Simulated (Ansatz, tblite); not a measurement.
# Sn26H34 off sphere (Sn₂₆H₃₃+): spin states and exact exchange

Aim: set other spin states of Sn26H34 off sphere (Sn₂₆H₃₃+) against its singlet, on many levels of theory.

Method: as each input shows; program: Ansatz 0.2.0, Gaussian basis.

The runs, in order: triplet, at the geometry of the singlet (GFN1-xTB, GFN2-xTB, PBE0-D4/def2-SVP, PBE-D4/def2-SVP); the singlet's energies come from earlier runs.

1 further run of the same task is left out (set aside as unsound or not needed). Runs told in other sessions of the task aren't counted.

## Step 1: The geometry

The geometry is that of the singlet, from an earlier relaxation (r2SCAN-D4/def2-SVP).

59 atoms, charge 1, spin multiplicity 1.

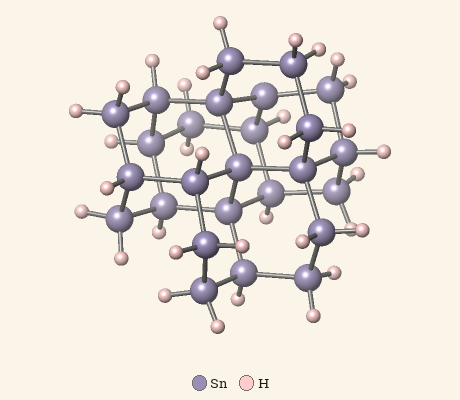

The geometry (tin purple, hydrogen pink).

Sn takes a core potential in the def2 sets. No spin-orbit coupling is included. The ion is computed in the gas phase, without counter-ions or solvent.

## Step 2: Triplet at the fixed geometry, GFN1-xTB

Tight binding, by tblite at 300 K electronic temperature and without a spin-polarisation term:

```python
tblite.interface.Calculator('GFN1-xTB', numbers, positions, charge=1, uhf=2).singlepoint()
```

Energy -2261.1455 eV; 0.76 s.

## Step 3: Triplet at the fixed geometry, GFN2-xTB

Tight binding, by tblite at 300 K electronic temperature and without a spin-polarisation term:

```python
tblite.interface.Calculator('GFN2-xTB', numbers, positions, charge=1, uhf=2).singlepoint()
```

Energy -1950.9376 eV; 1.8 s.

## Step 4: Triplet at the fixed geometry, PBE0-D4/def2-SVP

in.yaml

```yaml
crystal:
  periodic: [false, false, false]
  atoms:
    - {symbol: Sn, position_ang: [-4.714653, -1.344704, 2.389388]}
    - {symbol: Sn, position_ang: [-4.713628, 2.150125, -1.161475]}
    - {symbol: Sn, position_ang: [-1.574097, -4.604039, 2.323533]}
    - {symbol: Sn, position_ang: [1.894507, -4.576535, -1.189933]}
    - {symbol: Sn, position_ang: [-1.518650, 1.905443, -4.314331]}
    - {symbol: Sn, position_ang: [1.624014, -1.292432, -4.293682]}
    - {symbol: Sn, position_ang: [-1.585723, -1.350313, -1.042038]}
    - {symbol: Sn, position_ang: [-1.475978, 1.983699, 2.107639]}
    - {symbol: Sn, position_ang: [1.773352, -1.336440, 2.222943]}
    - {symbol: Sn, position_ang: [1.652465, 2.145864, -0.956158]}
    - {symbol: Sn, position_ang: [-1.454157, 5.338994, -1.099169]}
    - {symbol: Sn, position_ang: [4.990154, -1.405749, -1.134810]}
    - {symbol: Sn, position_ang: [4.896895, 2.120834, 2.446245]}
    - {symbol: Sn, position_ang: [-3.137453, -2.935308, 0.704660]}
    - {symbol: Sn, position_ang: [-3.161324, 0.347177, -2.650943]}
    - {symbol: Sn, position_ang: [-3.169399, 0.508888, 3.799777]}
    - {symbol: Sn, position_ang: [-3.040455, 3.672065, 0.492296]}
    - {symbol: Sn, position_ang: [0.073041, -2.984563, -2.620589]}
    - {symbol: Sn, position_ang: [0.283691, -3.130208, 3.801773]}
    - {symbol: Sn, position_ang: [3.371317, -2.966996, 0.575555]}
    - {symbol: Sn, position_ang: [0.112527, 0.359817, -5.980424]}
    - {symbol: Sn, position_ang: [0.043365, 3.629314, -2.739332]}
    - {symbol: Sn, position_ang: [3.019555, 0.173867, -2.353751]}
    - {symbol: Sn, position_ang: [0.119615, 0.227042, 0.548954]}
    - {symbol: Sn, position_ang: [3.319989, 0.323198, 3.884894]}
    - {symbol: Sn, position_ang: [3.314474, 3.665129, 0.738713]}
    - {symbol: H, position_ang: [-5.490172, -2.386316, 3.514867]}
    - {symbol: H, position_ang: [-5.919344, -0.524662, 1.482742]}
    - {symbol: H, position_ang: [-5.493337, 3.193424, -2.283130]}
    - {symbol: H, position_ang: [-5.915813, 1.324822, -0.255478]}
    - {symbol: H, position_ang: [-2.623617, -5.432159, 3.403114]}
    - {symbol: H, position_ang: [-0.734623, -5.765484, 1.377714]}
    - {symbol: H, position_ang: [2.978522, -5.285921, -2.321289]}
    - {symbol: H, position_ang: [1.076676, -5.823739, -0.341875]}
    - {symbol: H, position_ang: [-2.520508, 2.913235, -5.293915]}
    - {symbol: H, position_ang: [2.823720, -2.239779, -5.094030]}
    - {symbol: H, position_ang: [-0.367791, 2.938758, 3.028914]}
    - {symbol: H, position_ang: [-2.412530, 6.388833, -2.061590]}
    - {symbol: H, position_ang: [-0.376695, 6.271928, -0.141044]}
    - {symbol: H, position_ang: [5.733521, -2.355621, -2.357027]}
    - {symbol: H, position_ang: [6.163923, -0.443056, -0.341179]}
    - {symbol: H, position_ang: [6.029197, 1.261806, 1.482407]}
    - {symbol: H, position_ang: [5.752789, 3.182081, 3.489136]}
    - {symbol: H, position_ang: [-4.148341, -3.904005, -0.303300]}
    - {symbol: H, position_ang: [-4.145212, -0.655555, -3.652854]}
    - {symbol: H, position_ang: [-4.186215, 1.653199, 4.581671]}
    - {symbol: H, position_ang: [-2.228286, -0.290815, 4.993652]}
    - {symbol: H, position_ang: [-4.006695, 4.616894, 1.563527]}
    - {symbol: H, position_ang: [-0.838600, -3.961095, -3.715974]}
    - {symbol: H, position_ang: [1.436601, -4.168778, 4.544375]}
    - {symbol: H, position_ang: [-0.493785, -2.221181, 5.035041]}
    - {symbol: H, position_ang: [4.461691, -3.935717, 1.498750]}
    - {symbol: H, position_ang: [-0.806101, -0.647636, -7.023290]}
    - {symbol: H, position_ang: [1.180460, 1.324377, -6.916184]}
    - {symbol: H, position_ang: [1.168847, 4.488581, -3.725939]}
    - {symbol: H, position_ang: [2.220810, 1.198818, 4.873395]}
    - {symbol: H, position_ang: [4.284100, -0.672911, 4.899114]}
    - {symbol: H, position_ang: [2.229770, 4.663382, 1.622172]}
    - {symbol: H, position_ang: [4.238893, 4.678723, -0.295829]}
basis:
  gaussian: {orbitals: def2-SVP, fitting: {mean_field: def2-universal-jkfit}}
total_charge: 1
magnetization: {spin_polarized: true, initial_magnetization: 2}
hamiltonian: {xc: pbe0, dispersion: d4}
scf: {omitted_lower_state_checks: [starts]}
output: {orbitals: {seedname: orbitals}}
```

On the command line:

```bash
$ ansatz run in.yaml --threads 11 --pin off --events-out ev --progress --plain --max-ram 166912MiB --backend cuda --devices 0, --max-vram 75GiB
```

What it wrote:

```text
Functional definition: PBE0
  name "PBE0"
  cite "Adamo & Barone, J. Chem. Phys. 110, 6158 (1999) doi:10.1063/1.478522"
  cite "Perdew, Burke & Ernzerhof, Phys. Rev. Lett. 77, 3865 (1996) doi:10.1103/PhysRevLett.77.3865"
  parent pbe
  parameter a = 0.25
  parameter kappa = 0.804
  parameter beta = 0.06672455060314922
  exchange = (1 - a)*pbe_x(kappa = kappa, mu = beta*pi^2/3) + a*exact_x
  correlation = pbe_c(beta = beta)
these checks for a lower state are left out or cut short: starts
6262 factors; integrals over basis functions are off by at most 3.3e-1 eV
mean field evaluation 1: about -152164.7386 eV, gradient 1.9e1 eV
mean field evaluation 2: about -152164.4731 eV, gradient 1.8e1 eV
mean field evaluation 4: about -152167.1119 eV, gradient 3.7e0 eV
mean field evaluation 8: about -152167.2158 eV, gradient 9.2e-1 eV
mean field evaluation 16: about -152167.2476 eV, gradient 6.2e-2 eV
mean field evaluation 32: about -152167.2482 eV, gradient 1.0e-4 eV
mean field -152167.24817946 eV, -5592.0432279298 hartree, gradient 9.3e-6 eV, S^2 2.010859; 0 other end points of the search recorded, 0 dependent functions left out
reference -152167.24829154 eV, -5592.0432320486 hartree; 303, 301 occupied and 538, 540 virtual orbitals, 6262 factors
Total energy: -152171.75818117 eV, -5592.2089674356 hartree
Checks for a lower state left out: starts
```

Run time: 21 s. Hardware: 1 × H100 with 11 threads of AMD EPYC 7R13, shared host; peak host memory 1.8 GiB.

From the report: HOMO -7.38 eV, LUMO -7.76 eV (over both spins; with the spin held, an empty level of the minority spin lies below the top filled one); ⟨S²⟩ 2.011 (pure: 2.00).

## Step 5: Triplet at the fixed geometry, PBE-D4/def2-SVP

start.molden holds the orbitals of an earlier run on this state, given as this run's starting guess.

Edit in.yaml of step 4 so:

```diff
@@ -63,6 +63,6 @@
 basis:
-  gaussian: {orbitals: def2-SVP, fitting: {mean_field: def2-universal-jkfit}}
+  gaussian: {orbitals: def2-SVP, fitting: {mean_field: def2-universal-jkfit}, initial_orbitals: start.molden}
 total_charge: 1
 magnetization: {spin_polarized: true, initial_magnetization: 2}
-hamiltonian: {xc: pbe0, dispersion: d4}
+hamiltonian: {xc: pbe, dispersion: d4}
 scf: {omitted_lower_state_checks: [starts]}
```

Launched as before.

What it wrote:

```text
Functional definition: PBE
  name "PBE"
  cite "Perdew, Burke & Ernzerhof, Phys. Rev. Lett. 77, 3865 (1996) doi:10.1103/PhysRevLett.77.3865"
  parent pbe
  parameter kappa = 0.804
  parameter beta = 0.06672455060314922
  exchange = pbe_x(kappa = kappa, mu = beta*pi^2/3)
  correlation = pbe_c(beta = beta)
these checks for a lower state are left out or cut short: starts
6262 factors; integrals over basis functions are off by at most 3.3e-1 eV
mean field evaluation 1: about -152157.7322 eV, gradient 1.0e1 eV
mean field evaluation 2: about -152158.6100 eV, gradient 7.2e-1 eV
mean field evaluation 4: about -152158.6101 eV, gradient 2.2e-1 eV
mean field evaluation 8: about -152158.6124 eV, gradient 1.2e-2 eV
mean field evaluation 16: about -152158.6124 eV, gradient 2.2e-5 eV
mean field -152158.61242206 eV, -5591.7258696989 hartree, gradient 6.2e-6 eV, S^2 2.004676; 0 other end points of the search recorded, 0 dependent functions left out
reference -152158.61257212 eV, -5591.7258752137 hartree; 303, 301 occupied and 538, 540 virtual orbitals, 6262 factors
Total energy: -152163.42711711 eV, -5591.9028064783 hartree
Checks for a lower state left out: starts
```

Wall time 12 s (1 × H100 with 11 threads of AMD EPYC 7R13, shared host); peak host memory 1.7 GiB.

HOMO -6.51 eV, LUMO -7.89 eV (over both spins; with the spin held, an empty level of the minority spin lies below the top filled one); ⟨S²⟩ 2.005 (pure: 2.00).

## Step 6: Triplet less singlet, vertical

The singlet's energies are those of its earlier runs, whose logs aren't repeated here.

| level | triplet less singlet, vertical (kcal/mol) | time |
| --- | --- | --- |
| GFN1-xTB | +27.5 | 1.3 s |
| GFN2-xTB | +20.6 | 3.4 s |
| PBE-D4/def2-SVP | +31.3 | 18 s |
| PBE0-D4/def2-SVP | +33.9 | 33 s |

Times add the two runs; a level without a time comes out of a correlated run. Tight binding without a spin term can't rank spin states.

## Step 7: Summary of results

```
                                               quantity                                       value
triplet less singlet, vertical, functionals in def2-SVP  +31.3 (PBE-D4) to +33.9 kcal/mol (PBE0-D4)
```

What this shows: All functionals put the triplet above the singlet, over a spread of 2.6 kcal/mol. The checks for a lower triplet were left out, so another state of that spin may lie lower. These are electronic energies, without zero-point motion, entropy or surroundings.
